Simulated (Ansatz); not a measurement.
# Lithium, hcp under BLYP: ground state and equation of state

The plan for lithium in the hcp structure: relax it, solve it on a dense k-mesh, then scale the cell to 7 volumes from 88 to 112 % of the relaxed one and try a fit of the equation of state. Spin polarisation is left out. The k-meshes are 12×12×6 for the relaxation; 19×19×11 for the dense run; 13×13×7 for the volumes.

This is Li in the hcp structure; at room conditions it is bcc.

Program: Ansatz 0.2.0. Level of theory: DFT BLYP, plane waves (420 eV) with PAW, scalar-relativistic; PBE-made PAW files. These are calculated values, not measurements.

### Step 1. The starting structure

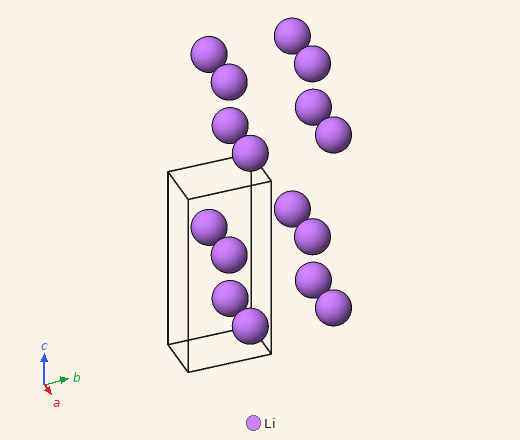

The structure, seen slightly off an axis (lithium purple). 2×2×2 cells are drawn. Any atoms on the faces are drawn again on the opposite ones.

Coordinates:

```xyz
2
Lattice="3.1264 0.0000 0.0000 -1.5632 2.7076 0.0000 0.0000 0.0000 5.1055" Properties=species:S:1:pos:R:3 pbc="T T T"
Li    0.0000    1.8050    1.2764
Li    1.5632    0.9025    3.8291
```

### Step 2. Geometry optimisation

input.yaml reads:

```yaml
crystal:
  lattice:
    - [3.1264265076, 0.0, 0.0]
    - [-1.5632132538, 2.7075647787, 0.0]
    - [0.0, 0.0, 5.1054544869]
  atoms:
    - { symbol: Li, position: [0.3333333333, 0.6666666667, 0.25] }
    - { symbol: Li, position: [0.6666666667, 0.3333333333, 0.75] }
hamiltonian:
  xc: blyp
  pseudopotentials:
    kind: paw
    azcp:
      Li: "pseudopotentials/Li.paw.azcp"
basis:
  ecutwfc: 420
  fft_grid_basis: typed
kpoints:
  mp_grid: { grid: [12, 12, 6], shift: [0, 0, 0] }
magnetization:
  spin_polarized: false
scf:
  occupations: { method: fermi_dirac, width: 0.1 }
relax:
  max_steps: 60
  f_tol: 0.01
  cell: {}
```

The run is started by

```console
$ ansatz run input.yaml --threads 2 --pin off --max-ram 5120MiB --backend cpu --events-out ev --progress --plain --runs-dir out
```

The program printed, shortened:

```text
Warning: RAYON_NUM_THREADS=2 ignored (pool sized by the plan → 2); use --threads N
[...]
Pseudopotentials: kind: paw
Pseudopotential: Li, paw, valence charge 3, recommended cutoff 420 eV (normal), <dir>
Functional definition: BLYP
[...]
Crystal: 2 atoms, lattice volume = 43.218 Å³
Basis set: ecut = 420 eV, 833 PW (Γ), exchange–correlation on 48×48×72 points (8 copies of the dense FFT grid, shifted against one another)
Bands: 7, of which v1, the nominal top of the filled ones, is band 3 counted from 1 (2 counted from 0)
Symmetry: 24 space group operations
Space group: P63/mmc (ITA 194), of the structure as read, at distance tolerance 3.5e-5 Å
k-points: 76 of 864
[...]
SCF iter   1: F=—  HF=-409.886000 eV  |F-HF|=—  |Δ(HF+E_count)|=         —  Δρ=6.34e-4  dr2=1.91e-4  ethr=1.77e-3  ⟨swp⟩=4.0  Hψ=3694  notcnv=0
[...]
relax step   1: F+E_penalty+E_count = -409.88625691 eV  Δ(F+E_penalty+E_count) = +0.000e0 eV  max|allowed force component| = 9.830e-18 eV/Å  Δτ_max = 0.0000 Å  P = -0.908 GPa  Ω = 43.218 Å³  (6 SCF iters, dr2 threshold 1.00e-7 eV, accepted)
[...]
relax step   4: F+E_penalty+E_count = -409.89575384 eV  Δ(F+E_penalty+E_count) = -1.780e-5 eV  max|allowed force component| = 2.949e-17 eV/Å  Δτ_max = 0.0000 Å  P = -0.003 GPa  Ω = 40.094 Å³  energy of the carried Pulay correction = +1.201e-4 eV  (3 SCF iters, dr2 threshold 6.85e-9 eV, accepted)
[...]
relax step   5: F+E_penalty+E_count = -409.89563901 eV  Δ(F+E_penalty+E_count) = +1.148e-4 eV  max|allowed force component| = 3.123e-17 eV/Å  Δτ_max = 0.0000 Å  P = -0.003 GPa  Ω = 40.094 Å³  stress off target by 4.15e-3 GPa  SCF on the basis re-selected at this cell (its energy is not [...]
SCF converged after 4 iterations
Free energy (F): -409.895639 eV
[...]
E sigma→0 (E₀):  -409.879931 eV
Entropy (-TS):   -0.031416 eV (-15.708 meV/atom)
Fermi energy:    1.438289 eV
[...]
--- Forces (eV/Å), atoms counted from 1 ---
  atom   1  Li     0.00000000    -0.00000000    -0.00000000
  atom   2  Li     0.00000000     0.00000000     0.00000000
[...]
--- Stress (GPa, compression-positive) ---
       -0.002756       0.000000       0.000000
       -0.000000      -0.002756       0.000000
        0.000000       0.000000      -0.004147
  P = ⅓ Tr σ = -0.0032 GPa (-0.032 kbar)
--- Relaxed structure (4 steps of the walk, 4 accepted, 1 SCFs on fresh bases) ---
  F+E_penalty+E_count = -409.89563901 eV   max|allowed force component| = 3.123e-17 eV/Å   (the final SCF, on the basis selected at the relaxed cell)
  cell:  # Å, volume = 40.0935 Å³
    - [3.0503889478157515, 0.0, 1.7158061237185027e-33]
    - [-1.5251944739078758, 2.641714320231725, -2.635303854155998e-34]
    - [3.175499586665295e-33, 1.1207645599995161e-33, 4.975457155626675]
  atoms:
    - { symbol: Li, position: [0.3333333333333333, 0.6666666666666666, 0.24999999999999997] }
    - { symbol: Li, position: [0.6666666666666666, 0.3333333333333333, 0.7499999999999999] }
```

Run time: 1.5 s. Hardware: 2 threads of Intel Xeon 6975P-C (Granite Rapids), shared host; peak memory 0.38 GiB.

The walk, from the log:

```tsv
step	energy change (meV/atom)	largest force (eV/Å)	pressure (GPa)	volume (Å³/atom)
1	0.00	0.0000	-0.91	21.609
2	-3.43	0.0000	-0.50	20.842
3	-4.74	0.0000	0.05	19.968
4	-4.75	0.0000	0.00	20.047
5	-4.69	0.0000	0.00	20.047
```

Steps that repeat a cell are solved on a basis chosen anew, so their changes of energy are no gain of the relaxation.

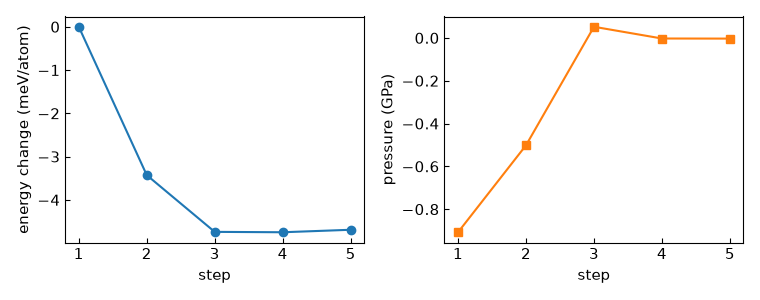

Energy and pressure over the accepted steps.

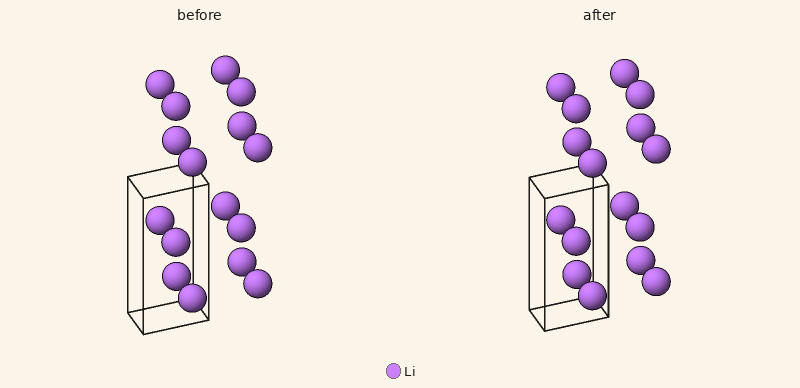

Start and end of the relaxation side by side. The cells drawn are those of the first picture.

The cell of the run, before and after:

|  | before | after | change |
| --- | --- | --- | --- |
| a (Å) | 3.126 | 3.050 | -2.4 % |
| b (Å) | 3.126 | 3.050 | -2.4 % |
| c (Å) | 5.105 | 4.975 | -2.5 % |
| volume (Å³/atom) | 21.609 | 20.047 | -7.2 % |
| shortest distance (Å) | 3.126 | 3.048 | -2.5 % |
| space group (spins left aside) | P6_3/mmc | P6_3/mmc | same |

### Step 3. Single point on a dense mesh

input.yaml reads:

```yaml
crystal:
  lattice:
    - [3.0503889478, 0.0, 0.0]
    - [-1.5251944739, 2.6417143202, 0.0]
    - [0.0, 0.0, 4.9754571556]
  atoms:
    - { symbol: Li, position: [0.3333333333, 0.6666666667, 0.25] }
    - { symbol: Li, position: [0.6666666667, 0.3333333333, 0.75] }
hamiltonian:
  xc: blyp
  pseudopotentials:
    kind: paw
    azcp:
      Li: "pseudopotentials/Li.paw.azcp"
basis:
  ecutwfc: 420
  fft_grid_basis: typed
kpoints:
  mp_grid: { grid: [19, 19, 11], shift: [0, 0, 0] }
magnetization:
  spin_polarized: false
scf:
  occupations: { method: fermi_dirac, width: 0.1 }
```

The run is started by

```console
$ ansatz run input.yaml --threads 2 --pin off --max-ram 5120MiB --backend cpu --events-out ev --progress --plain --runs-dir out
```

The program printed, shortened:

```text
Warning: RAYON_NUM_THREADS=2 ignored (pool sized by the plan → 2); use --threads N
[...]
[... 3 set-up lines as earlier in the session ...]
[...]
Crystal: 2 atoms, lattice volume = 40.094 Å³
Basis set: ecut = 420 eV, 785 PW (Γ), exchange–correlation on 48×48×72 points (8 copies of the dense FFT grid, shifted against one another)
Bands: 7, of which v1, the nominal top of the filled ones, is band 3 counted from 1 (2 counted from 0)
[... 1 set-up line as earlier in the session ...]
Space group: P63/mmc (ITA 194), of the structure as read, at distance tolerance 3.4e-5 Å
k-points: 240 of 3971
[...]
SCF iter   1: F=—  HF=-409.894357 eV  |F-HF|=—  |Δ(HF+E_count)|=         —  Δρ=6.40e-4  dr2=1.66e-4  ethr=1.77e-3  ⟨swp⟩=4.0  Hψ=11617  notcnv=0
[...]
SCF iter   6: F=-409.894526 eV  HF=-409.894526 eV  |F-HF|=1.11e-11  |Δ(HF+E_count)|=  6.86e-10  Δρ=5.43e-8  dr2=6.16e-13  ethr=6.21e-12  ⟨swp⟩=1.0  Hψ=4937  notcnv=0
[...]
SCF converged after 6 iterations
Free energy (F): -409.894526 eV
[...]
E sigma→0 (E₀):  -409.878326 eV
Entropy (-TS):   -0.032399 eV (-16.200 meV/atom)
Fermi energy:    1.464953 eV
[...]
```

Wall time 0.83 s (2 threads of Intel Xeon 6975P-C (Granite Rapids), shared host); peak memory 0.4 GiB.

### Step 4. At 88 % of the relaxed volume

input.yaml reads:

```yaml
crystal:
  lattice:
    - [2.9231388353, 0.0, 0.0]
    - [-1.4615694176, 2.5315124901, 0.0]
    - [0.0, 0.0, 4.7679008427]
  atoms:
    - { symbol: Li, position: [0.3333333333, 0.6666666667, 0.25] }
    - { symbol: Li, position: [0.6666666667, 0.3333333333, 0.75] }
hamiltonian:
  xc: blyp
  pseudopotentials:
    kind: paw
    azcp:
      Li: "pseudopotentials/Li.paw.azcp"
basis:
  ecutwfc: 420
  fft_grid_basis: typed
kpoints:
  mp_grid: { grid: [13, 13, 7], shift: [0, 0, 0] }
magnetization:
  spin_polarized: false
scf:
  occupations: { method: fermi_dirac, width: 0.1 }
  lower_state_search: "off"
output:
  stress: true
  write_density: true
  write_potential: true
  elf: true
  volumetric_format: npy
```

The run is started by

```console
$ ansatz run input.yaml --threads 2 --pin off --max-ram 5120MiB --backend cpu --events-out ev --progress --plain --runs-dir out
```

The program printed, shortened:

```text
Warning: RAYON_NUM_THREADS=2 ignored (pool sized by the plan → 2); use --threads N
[...]
[... 3 set-up lines as earlier in the session ...]
[...]
Crystal: 2 atoms, lattice volume = 35.282 Å³
Basis set: ecut = 420 eV, 699 PW (Γ), exchange–correlation on 40×40×64 points (8 copies of the dense FFT grid, shifted against one another)
Bands: 7, of which v1, the nominal top of the filled ones, is band 3 counted from 1 (2 counted from 0)
[... 1 set-up line as earlier in the session ...]
Space group: P63/mmc (ITA 194), of the structure as read, at distance tolerance 3.3e-5 Å
k-points: 84 of 1183
[...]
SCF iter   1: F=—  HF=-409.862993 eV  |F-HF|=—  |Δ(HF+E_count)|=         —  Δρ=7.45e-4  dr2=1.86e-4  ethr=1.77e-3  ⟨swp⟩=4.1  Hψ=4098  notcnv=0
[...]
SCF iter   6: F=-409.863133 eV  HF=-409.863133 eV  |F-HF|=5.85e-12  |Δ(HF+E_count)|=  5.53e-10  Δρ=5.62e-8  dr2=9.46e-13  ethr=2.29e-12  ⟨swp⟩=2.9  Hψ=2098  notcnv=0
[...]
SCF converged after 6 iterations
Free energy (F): -409.863133 eV
[...]
E sigma→0 (E₀):  -409.846338 eV
Entropy (-TS):   -0.033590 eV (-16.795 meV/atom)
Fermi energy:    1.902240 eV
[...]
--- Stress (GPa, compression-positive) ---
        2.078476      -0.000000      -0.000000
       -0.000000       2.078476      -0.000000
       -0.000000      -0.000000       2.373460
  P = ⅓ Tr σ = 2.1768 GPa (21.768 kbar)
--- Band table (eV; the first three rows and the last of 84) ---
  k-point 0: bands = ["-45.0918", "-45.0620", "-1.8031", "1.8318", "5.3353", "15.3991", "15.3991"]
[...]
```

Wall time 0.45 s (2 threads of Intel Xeon 6975P-C (Granite Rapids), shared host); peak memory 0.34 GiB.

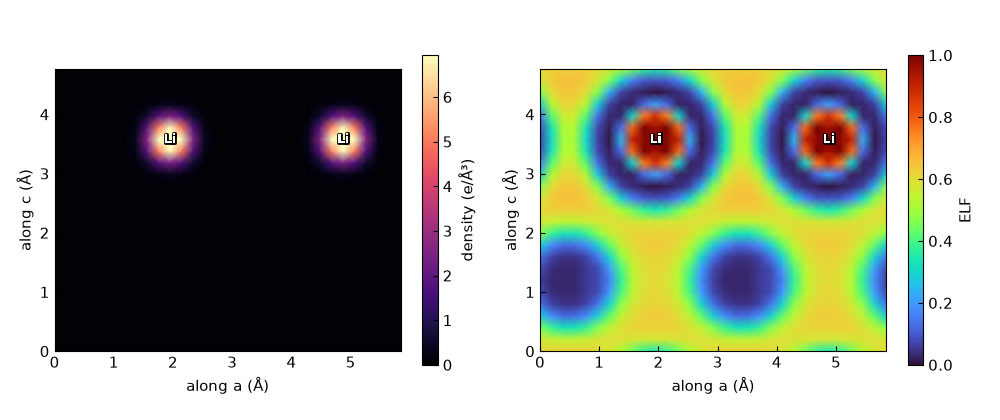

Density (left) and ELF (right) in a lattice plane of the grid's cell (edges 2.92 and 4.77 Å, at 0.333 of the third edge), which holds Li. Only atoms in the plane are labelled; the density scale stops at 6.94 e/Å³. Both are smooth fields of the valence electrons: close to the nuclei they are not physical.

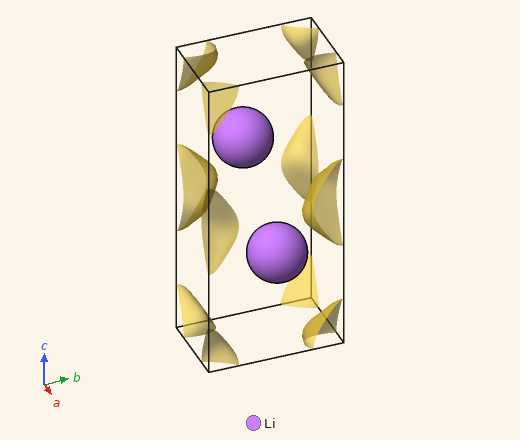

Surface of ELF = 0.68, drawn in one cell.

Outside the cores ELF peaks at 0.74 between the atoms, 2.1 Å from Li.

### Step 5. At 92 % of the relaxed volume

Changes to input.yaml since step 4:

```diff
@@ -2,5 +2,5 @@
   lattice:
-    - [2.9231388353, 0.0, 0.0]
-    - [-1.4615694176, 2.5315124901, 0.0]
-    - [0.0, 0.0, 4.7679008427]
+    - [2.9667742063, 0.0, 0.0]
+    - [-1.4833871031, 2.5693018299, 0.0]
+    - [0.0, 0.0, 4.8390740349]
   atoms:
```

The run is started by

```console
$ ansatz run input.yaml --threads 2 --pin off --max-ram 5120MiB --backend cpu --events-out ev --progress --plain --runs-dir out
```

The program printed, shortened:

```text
Warning: RAYON_NUM_THREADS=2 ignored (pool sized by the plan → 2); use --threads N
[...]
[... 3 set-up lines as earlier in the session ...]
[...]
Crystal: 2 atoms, lattice volume = 36.886 Å³
Basis set: ecut = 420 eV, 701 PW (Γ), exchange–correlation on 40×40×72 points (8 copies of the dense FFT grid, shifted against one another)
Bands: 7, of which v1, the nominal top of the filled ones, is band 3 counted from 1 (2 counted from 0)
[... 2 set-up lines as earlier in the session ...]
k-points: 84 of 1183
[...]
SCF iter   1: F=—  HF=-409.880322 eV  |F-HF|=—  |Δ(HF+E_count)|=         —  Δρ=7.14e-4  dr2=1.85e-4  ethr=1.77e-3  ⟨swp⟩=4.0  Hψ=4098  notcnv=0
[...]
SCF iter   6: F=-409.880492 eV  HF=-409.880492 eV  |F-HF|=8.53e-12  |Δ(HF+E_count)|=  7.32e-10  Δρ=6.66e-8  dr2=1.53e-12  ethr=2.74e-12  ⟨swp⟩=3.0  Hψ=2116  notcnv=0
[...]
SCF converged after 6 iterations
Free energy (F): -409.880492 eV
[...]
E sigma→0 (E₀):  -409.863584 eV
Entropy (-TS):   -0.033816 eV (-16.908 meV/atom)
Fermi energy:    1.745015 eV
[...]
--- Stress (GPa, compression-positive) ---
        1.229159      -0.000000       0.000000
       -0.000000       1.229159       0.000000
        0.000000       0.000000       1.495319
  P = ⅓ Tr σ = 1.3179 GPa (13.179 kbar)
--- Band table (eV; the first three rows and the last of 84) ---
  k-point 0: bands = ["-45.3181", "-45.2930", "-1.9072", "1.6961", "5.0123", "14.8241", "14.8241"]
[...]
```

It took 0.48 s on 2 threads of Intel Xeon 6975P-C (Granite Rapids), shared host; peak memory 0.35 GiB.

(Part 1 of 2 ends here.)
